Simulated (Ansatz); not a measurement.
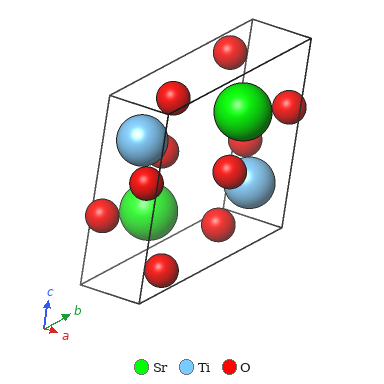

Spheres-only representation of a periodic structure, projected slightly off an axis. The box is the simulation cell; atoms on or close to its faces, edges and corners are drawn wherever they repeat.

```xyz
12
Lattice="0.0000 5.3076 0.0000 5.3076 0.0000 0.0000 2.6538 2.6538 -5.7588" Properties=species:S:1:pos:R:3 pbc="T T T"
Sr    5.3076    6.6345   -4.3191
Sr    2.6538    1.3269   -1.4397
Ti    2.6538    3.9807   -4.3191
Ti    5.3076    3.9807   -1.4397
O     3.4607    2.7141   -3.3558
O     1.2667    4.7876   -0.4764
O     1.8469    5.2474   -3.3558
O     4.0410    3.1739   -0.4764
O     4.5008    5.2474   -2.4030
O     6.6948    3.1739   -5.2825
O     6.1145    2.7141   -2.4030
O     3.9205    4.7876   -5.2825
```

Theory: DFT, PAW plane waves, r2SCAN (Ansatz). Numerical settings: E_cut = 500 eV, 6×6×6 k-points, Methfessel-Paxton smearing of 0.014 eV, no spin polarisation.

Q: Predict the Bader charges.

A: Sr +1.65 e; Ti +2.23 e; O -0.97 e.

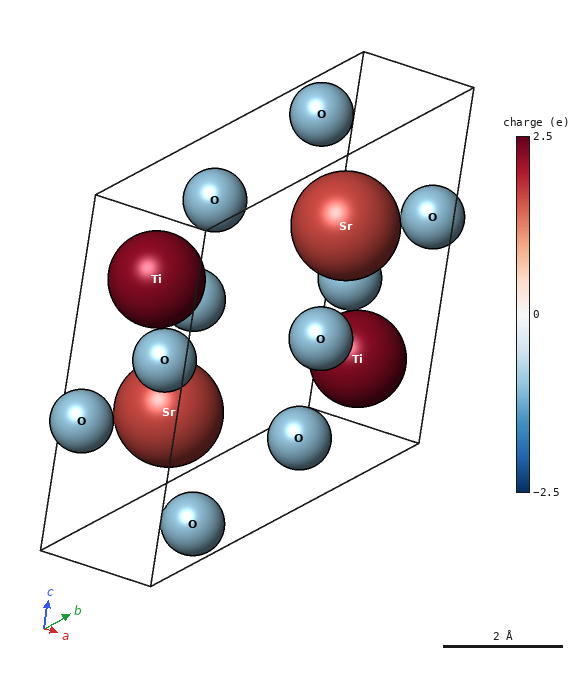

The atoms coloured by those charges.

Where the cell comes from: a generated cell, made by putting these elements into a known structure type (the compound may or may not exist in this form). No relaxation was applied. Ansatz was used for an electronic-structure calculation on it.

At this level of theory the cell isn't at rest (compressed, at 8 GPa and forces up to 0.7 eV/Å), so its distances can differ from those at equilibrium, the more so the softer the solid.
